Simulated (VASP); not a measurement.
Band structure of CuCl (zinc blende). Computed with LDA (Ceperley-Alder, Perdew-Zunger), VASP's LDA PAW potentials (set 64) (plane waves; VASP 6.6.1).

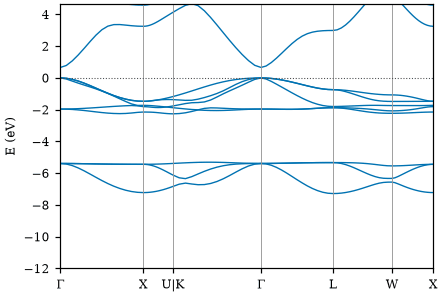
*Bands along high-symmetry lines, zero at the valence-band maximum or, without a gap, the Fermi level*

Problem. Read the plot: is there a gap, and where are the band edges?

Solution. The gap is direct, 0.66 eV, from the valence maximum at Γ to the conduction minimum at Γ. (Edges off the drawn lines would not show.)

Measured: gap 3.39 eV at 2 K (computed value off by -2.73 eV), as given by arXiv:1206.3780.

The compound is CuCl in the zinc blende structure. It was relaxed first, which changed the volume by -11 %.
